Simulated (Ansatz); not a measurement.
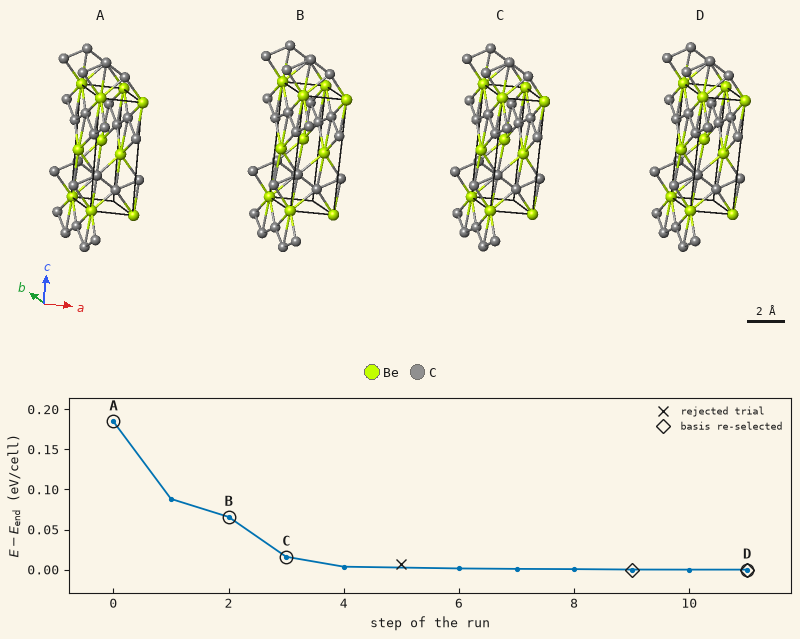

Frames of a relaxation of crystalline BeC2 (built on the anatase_141 type) (coarse preliminary run), marked on the history of the run. The picture is a ball-and-stick view of the cell of the calculation, seen slightly off an axis.

These are results of DFT PBE, scalar-relativistic, plane waves, PAW in Ansatz 0.2.0, not measurements. Set-up: plane-wave cutoff 420 eV; k-point mesh 10 × 10 × 10; occupations gaussian; smearing width 0.1 eV; no spin polarisation; cell and atoms relaxed; force threshold 0.015 eV/Å; at most 120 steps.

Describe the path.

Over 8 accepted moves (11 points after the start) the energy falls by 0.185 eV per cell of the calculation. Largest force component: 1.7 eV/Å at the start, 0.0076 eV/Å at the end. The pressure goes from −1.80 to 0.03 GPa. The line search rejected the trial step at point 5 of the run. The SCF was repeated twice at an unchanged geometry on a basis and grid sized afresh for the cell, which shifted the energy by 0.5 meV per cell of the calculation at most. The largest move relative to the cell is that of a Be atom, 0.085 Å along [−2 −1 0]. By element the largest moves are Be 0.085 Å, C 0.051 Å. Cell: a 2.561 → 2.544 Å (−0.7 %), b 2.581 → 2.544 Å (−1.5 %), c 6.979 → 6.992 Å (+0.2 %), α 100.4° → 100.1°, β 103.3° → 100.2°, γ 90.2° → 91.6°. Volume −0.8 %. Some distances before and after: Be–C 1.952 → 1.843 Å, Be–C 1.735 → 1.843 Å, C–C 1.548 → 1.459 Å, Be–C 1.918 → 1.843 Å. Among the angles between lasting bonds that change: C–Be–C 116.1° → 122.5°, C–Be–C 174.6° → 179.9°, Be–C–C 65.9° → 60.7°. The space group (tolerance 0.01 Å) goes from P1 (No. 1) to Fddd (No. 70). From step 0 to 2: Be atoms move most (0.09 Å), volume +0.3 %, energy −0.119 eV per cell of the calculation. From step 2 to 3: volume −1.2 %, energy −49.8 meV per cell of the calculation. From step 3 to 11: volume +0.1 %, energy −16.0 meV per cell of the calculation.
